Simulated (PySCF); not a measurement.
**GeTe (SMILES [Ge][Te]) at wB97X/def2-TZVP (core potential)**

What is the vertical ionisation energy of GeTe at wB97X/def2-TZVP (core potential)? 

Program for the calculation: PySCF 2.14.0.

1 further run of the same task is left out (set aside as unsound or not needed).

**1. The system as given**

GeTe: 2 atoms, total charge 0, spin state singlet. As SMILES, `[Ge][Te]`. The bond length is the measured one.

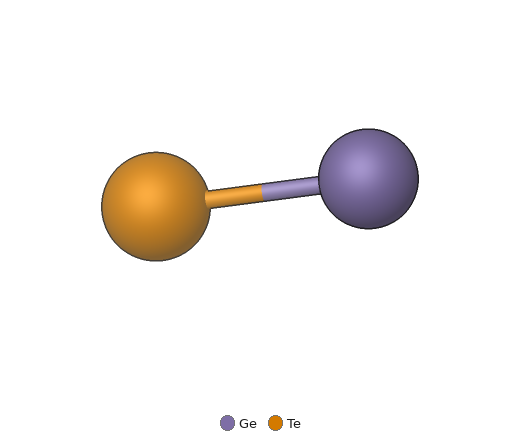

The structure, seen from a chosen angle (germanium purple, tellurium orange).

**2. The energy at wB97X/def2-TZVP (core potential)**

File input.py:

```python
from pyscf import gto, dft

mol = gto.M(
    atom=[
    ('Ge', (0.000000, 0.000000, 0.000000)),
    ('Te', (0.000000, 0.000000, 2.340165)),
],
    basis='def2-tzvp',
    max_memory=1860,
    ecp={'Te': 'def2-svp'},
    spin=0,
    verbose=3,
    charge=0,
)

mf = dft.RKS(mol, xc='wb97x')
mf.grids.level = 5
mf.conv_tol = 1e-10
mf.kernel()
if not mf.converged:
    mf = mf.newton().run(mf.mo_coeff, mf.mo_occ)

e_final = mf.e_tot
print('E(%s) = %.9f' % ('WB97X', e_final))
```

On the command line:

```sh
$ OMP_NUM_THREADS=1 python input.py
```

The program printed:

```text
converged SCF energy = -2345.14100784642
E(WB97X) = -2345.141007846
```

Wall time 24 s (1 thread of Arm Neoverse V2, shared host); peak memory 0.47 GiB.

**3. The doublet cation**

File input.py:

```python
from pyscf import gto, dft

mol = gto.M(
    atom=[
    ('Ge', (0.000000, 0.000000, 0.000000)),
    ('Te', (0.000000, 0.000000, 2.340165)),
],
    ecp={'Te': 'def2-svp'},
    charge=1,
    max_memory=1860,
    spin=1,
    basis='def2-tzvp',
    verbose=3,
)

mf = dft.UKS(mol)
mf.xc = 'wb97x'
mf.conv_tol = 1e-10
mf.grids.level = 5
mf.kernel()
if not mf.converged:
    mf = mf.newton().run(mf.mo_coeff, mf.mo_occ)

etot = mf.e_tot
print('E = %.10f Eh' % etot)
```

On the command line:

```sh
$ OMP_NUM_THREADS=1 python input.py
```

The program printed:

```text
WARN: HOMO -0.698195309905742 >= LUMO -0.698195309905771

converged SCF energy = -2344.7932742536  <S^2> = 0.75820957  2S+1 = 2.0081928
E = -2344.7932742536 Eh
```

Wall time 42 s (1 thread of Arm Neoverse V2, shared host); peak memory 0.48 GiB.

**4. Results**

Level: wB97X/def2-TZVP (core potential).

| quantity | value |
| --- | --- |
| singlet GeTe: total energy | -2345.14101 Eh |
| singlet GeTe: dipole moment | 1.42 D |
| singlet GeTe: HOMO energy | -9.01 eV |
| singlet GeTe: LUMO energy | -0.72 eV |
| singlet GeTe: HOMO–LUMO gap | 8.30 eV |
| doublet cation: total energy | -2344.79327 Eh |
| doublet cation: HOMO energy (highest over α and β) | -15.14 eV |
| doublet cation: LUMO energy (lowest over α and β) | -9.69 eV |
| doublet cation: ⟨S²⟩ | 0.758 |
| vertical ionisation energy (to the doublet cation) | 9.462 eV |

In words: The vertical ionisation energy comes to 9.46 eV (218 kcal/mol). −ε(HOMO) before ionisation, 9.01 eV, is 0.45 eV below this ionisation energy.
